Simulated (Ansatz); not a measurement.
# Phonon calculation, with input and output: C$_{2}$H$_{6}$GeOS

The run: phonon calculation of C$_{2}$H$_{6}$GeOS. Method and program: RKS PBE0-D4/def2-TZVP (Ansatz 0.2.0).

The geometry comes from this level: PBE0-D4/def2-TZVP. Figures and captions count atoms from 1; the log counts them from 0 in places.

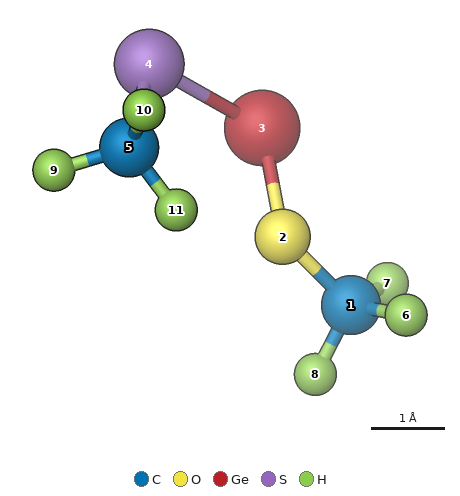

Figure 1. The structure as given in the input (ball-and-stick view, seen at a tilt; atoms are numbered from 1 in the order of the input). Sticks mark near contacts. Bond lengths as drawn: C–H 1.09 to 1.10 Å, C–O 1.41 Å, C–S 1.81 Å, Ge–O 1.79 Å and Ge–S 2.23 Å.

## The input
```yaml
crystal:
  periodic: [false, false, false]
  atoms:
    - {symbol: C, position_ang: [-1.877933, 0.941225, -0.549038]}
    - {symbol: O, position_ang: [-0.623904, 0.494318, -0.089791]}
    - {symbol: Ge, position_ang: [0.381545, 1.528727, 0.978397]}
    - {symbol: S, position_ang: [2.105144, 0.139630, 1.218355]}
    - {symbol: C, position_ang: [1.735600, -1.356756, 0.264885]}
    - {symbol: H, position_ang: [-1.880988, 0.967659, -1.642832]}
    - {symbol: H, position_ang: [-2.131948, 1.944479, -0.182050]}
    - {symbol: H, position_ang: [-2.658498, 0.249635, -0.218127]}
    - {symbol: H, position_ang: [1.727342, -2.207877, 0.944985]}
    - {symbol: H, position_ang: [2.520181, -1.495828, -0.478150]}
    - {symbol: H, position_ang: [0.768960, -1.262211, -0.225934]}
basis:
  gaussian: {orbitals: def2-TZVP}
hamiltonian: {xc: pbe0, dispersion: d4}
phonons: {temperatures: {t_min: 298.15, t_max: 900, t_step: 200}}
```

## The program's output
```
Functional definition: PBE0
  name "PBE0"
  cite "Adamo & Barone, J. Chem. Phys. 110, 6158 (1999) doi:10.1063/1.478522"
  cite "Perdew, Burke & Ernzerhof, Phys. Rev. Lett. 77, 3865 (1996) doi:10.1103/PhysRevLett.77.3865"
  parent pbe
  parameter a = 0.25
  parameter kappa = 0.804
  parameter beta = 0.06672455060314922
  exchange = (1 - a)*pbe_x(kappa = kappa, mu = beta*pi^2/3) + a*exact_x
  correlation = pbe_c(beta = beta)
1447 factors; their error is unknown
mean field evaluation 1: about -71549.9332 eV, gradient 6.8e1 eV
mean field evaluation 2: about -71513.3320 eV, gradient 1.4e2 eV
mean field evaluation 4: about -71559.3221 eV, gradient 8.6e0 eV
mean field evaluation 8: about -71559.4888 eV, gradient 2.8e-1 eV
mean field evaluation 16: about -71559.7758 eV, gradient 3.5e-4 eV
mean field -71559.77577726 eV, -2629.7732548562 hartree, gradient 3.8e-5 eV, S^2 0.000000; 0 other end points of the search recorded, 0 dependent functions left out
the calculation of the forces begins
reference -71559.77580800 eV, -2629.7732559858 hartree; 37, 37 occupied and 177, 177 virtual orbitals, 1447 factors
these checks for a lower state are left out or cut short: stability, starts, cluster_reference, orbital_swaps, neighbouring_geometries, increment
1447 factors; their error is unknown
mean field -71559.77559933 eV, -2629.7732483172 hartree, gradient 1.9e-6 eV, S^2 0.000000; 0 other end points of the search recorded, 0 dependent functions left out
[... from here on the field's lines of each further geometry are left out, up to the last ...]
the calculation of the forces begins
reference -71559.77577440 eV, -2629.7732547511 hartree; 37, 37 occupied and 177, 177 virtual orbitals, 1447 factors
these checks for a lower state are left out or cut short: stability, starts, cluster_reference, orbital_swaps, neighbouring_geometries, increment
1447 factors; their error is unknown
mean field evaluation 480: about -71559.7757 eV, gradient 1.8e-6 eV
mean field -71559.77574544 eV, -2629.7732536869 hartree, gradient 1.9e-6 eV, S^2 0.000000; 0 other end points of the search recorded, 0 dependent functions left out
the calculation of the forces begins
reference -71559.77577618 eV, -2629.7732548164 hartree; 37, 37 occupied and 177, 177 virtual orbitals, 1447 factors
Total energy: -71560.00054651 eV, -2629.7815149737 hartree
Atom 0 at    -1.877933     0.941225    -0.549038 Å, force     0.000887     0.001296     0.001219 eV/Å
Atom 1 at    -0.623904     0.494318    -0.089791 Å, force     0.002020    -0.004138    -0.001164 eV/Å
Atom 2 at     0.381545     1.528727     0.978397 Å, force    -0.002963     0.001150    -0.001085 eV/Å
Atom 3 at     2.105144     0.139630     1.218355 Å, force     0.003276     0.001042     0.002693 eV/Å
Atom 4 at     1.735600    -1.356756     0.264885 Å, force    -0.001939    -0.000390    -0.001271 eV/Å
Atom 5 at    -1.880988     0.967659    -1.642832 Å, force    -0.000461     0.000272    -0.000583 eV/Å
Atom 6 at    -2.131948     1.944479    -0.182050 Å, force     0.000279     0.000962     0.000569 eV/Å
Atom 7 at    -2.658498     0.249635    -0.218127 Å, force    -0.000888     0.000039     0.000046 eV/Å
Atom 8 at     1.727342    -2.207877     0.944985 Å, force    -0.000173     0.000494     0.000396 eV/Å
Atom 9 at     2.520181    -1.495828    -0.478150 Å, force    -0.000339     0.000598    -0.000319 eV/Å
Atom 10 at     0.768960    -1.262211    -0.225934 Å, force     0.000301    -0.001325    -0.000500 eV/Å
Dipole moment:    -0.317441    -0.039394    -0.192697 e Å
Vibrations: 63.21 103.72 108.33 129.72 132.93 227.06 284.72 390.76 607.58 727.15 966.98 980.58 1112.18 1175.02 1201.44 1337.35 1465.82 1474.69 1475.53 1484.72 1500.29 3001.63 3068.77 3073.41 3095.11 3158.46 3175.19 cm⁻¹, zero-point energy 2.202105 eV
```

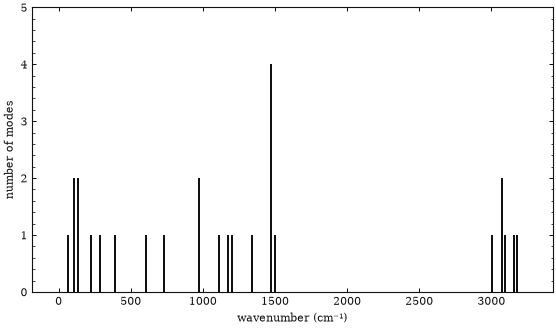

Figure 2. Harmonic vibrational wavenumbers from the force constants; neighbouring modes closer than 14 cm⁻¹ are counted in one stick. 27 modes from 63 to 3175 cm⁻¹, none imaginary.

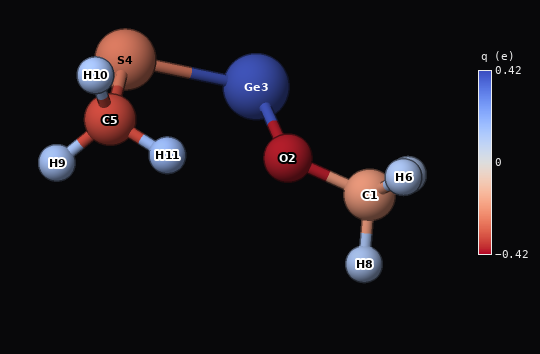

Figure 3. Mulliken charges, as the colour of each atom (ball-and-stick view, seen at a tilt; atoms are numbered from 1 in the order of the input). By element: C −0.34 to −0.20, O −0.40, Ge +0.39, S −0.25 and H +0.11 to +0.17 e.

## Results in brief

```json
{"quantity": "outcome", "value": "converged"}
{"quantity": "total energy", "value": "−71560.0005 eV"}
{"quantity": "mean-field energy", "value": "−71559.7758 eV"}
{"quantity": "dispersion energy", "value": "−0.2247 eV"}
{"quantity": "largest force (length of the vector)", "value": "0.005 eV/Å"}
{"quantity": "dipole moment", "value": "1.79 D"}
{"quantity": "hardware", "value": "4 CPU threads, shared host"}
{"quantity": "wall time", "value": "6.3 min (CPU time 23 min)"}
{"quantity": "peak memory", "value": "0.73 GiB"}
```
